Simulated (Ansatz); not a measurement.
**Si3P2: what a guessed cell relaxes into**

The task: take a trial cell of Si3P2 to zero force and stress.

Computed with Ansatz 0.2.0 (DFT PBE, scalar-relativistic, plane waves, PAW, unless a step's input says otherwise).

## 1. Starting point

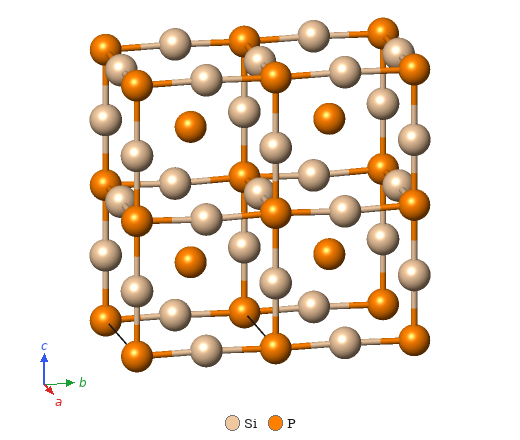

The starting structure, seen slightly off an axis (silicon light orange, phosphorus orange). 1×2×1 cells are drawn. Atoms on the faces are drawn again on the opposite ones.

Coordinates:

```cif
data_structure
_symmetry_space_group_name_H-M 'P 1'
_symmetry_Int_Tables_number 1
_cell_length_a 4.4340
_cell_length_b 4.4340
_cell_length_c 8.7443
_cell_angle_alpha 90.000
_cell_angle_beta 90.000
_cell_angle_gamma 90.000
_cell_volume 171.91
loop_
_atom_site_label
_atom_site_type_symbol
_atom_site_fract_x
_atom_site_fract_y
_atom_site_fract_z
_atom_site_occupancy
Si1 Si 0.50000 0.00000 0.99028 1
Si2 Si 0.50000 0.00000 0.50438 1
Si3 Si 0.00000 0.50000 0.00438 1
Si4 Si 0.00000 0.50000 0.49028 1
Si5 Si 0.00000 0.00000 0.24017 1
Si6 Si 0.00000 0.00000 0.74017 1
P1 P 0.50000 0.50000 0.26586 1
P2 P 0.50000 0.50000 0.76586 1
P3 P 0.00000 0.00000 0.99930 1
P4 P 0.00000 0.00000 0.49930 1
```

Recipe of the guess: Tl2F3 type (Pm-3m) distorted into a subgroup (P4_2mc, No. 105). Lengths come from tabulated atomic sizes and are only a guess.

## 2. Probe: one point on a coarse mesh

File input.yaml:

```yaml
crystal:
  lattice:
    - [4.4339603, 0.0, 0.0]
    - [0.0, 4.4339603, 0.0]
    - [0.0, 0.0, 8.74430756]
  atoms:
    - { symbol: Si, position: [0.5, 0.0, 0.99027653] }
    - { symbol: Si, position: [0.5, 0.0, 0.50438401] }
    - { symbol: Si, position: [0.0, 0.5, 0.00438401] }
    - { symbol: Si, position: [0.0, 0.5, 0.49027653] }
    - { symbol: Si, position: [0.0, 0.0, 0.24017383] }
    - { symbol: Si, position: [0.0, 0.0, 0.74017383] }
    - { symbol: P, position: [0.5, 0.5, 0.26586094] }
    - { symbol: P, position: [0.5, 0.5, 0.76586094] }
    - { symbol: P, position: [0.0, 0.0, 0.99930469] }
    - { symbol: P, position: [0.0, 0.0, 0.49930469] }
basis:
  ecutwfc: 420
kpoints:
  mp_grid: { grid: [4, 4, 2] }
hamiltonian:
  xc: pbe
scf:
  occupations: { method: gaussian, width: 0.1 }
  lower_state_search: "off"
output:
  forces: true
  stress: true
  eigenvalues: true
```

On the command line:

```bash
$ ansatz run input.yaml --threads 1 --pin off --max-ram 2560MiB --backend cpu --events-out ev --progress --plain --runs-dir out
```

Standard output (excerpt; [...] marks lines left out):

```text
[...]
SCF converged after 6 iterations
Free energy (F): -6828.685466 eV
[...]
E sigma→0 (E₀):  -6828.676828 eV
Entropy (-TS):   -0.017276 eV (-1.728 meV/atom)
Fermi energy:    8.303446 eV
[...]
--- Forces (eV/Å), atoms counted from 1 ---
  atom   1  Si    -0.00000000     0.00000000    -0.44630328
  atom   2  Si     0.00000000     0.00000000    -0.10505644
  atom   3  Si     0.00000000     0.00000000    -0.10505644
  atom   4  Si     0.00000000     0.00000000    -0.44630328
  atom   5  Si     0.00000000     0.00000000     1.90592856
  atom   6  Si     0.00000000     0.00000000     1.90592856
  atom   7  P      0.00000000     0.00000000     0.28489724
  atom   8  P     -0.00000000     0.00000000     0.28489724
[...]
--- Stress (GPa, compression-positive) ---
        2.444105       0.000000      -0.000000
        0.000000       2.444105       0.000000
        0.000000       0.000000       8.318590
  P = ⅓ Tr σ = 4.4023 GPa (44.023 kbar)
--- Band table (eV; the first three rows and the last of 12) ---
[...]
```

Run time: 8.6 s. Hardware: 1 thread of Intel Xeon Platinum 8488C (Sapphire Rapids), shared host; peak memory 0.4 GiB.

From the probe: pressure 4.4 GPa, largest force 1.91 eV/Å, gap on this mesh none (metal). A guess like this is first relaxed loosely on the coarse mesh.

[end of part 1 of 3]
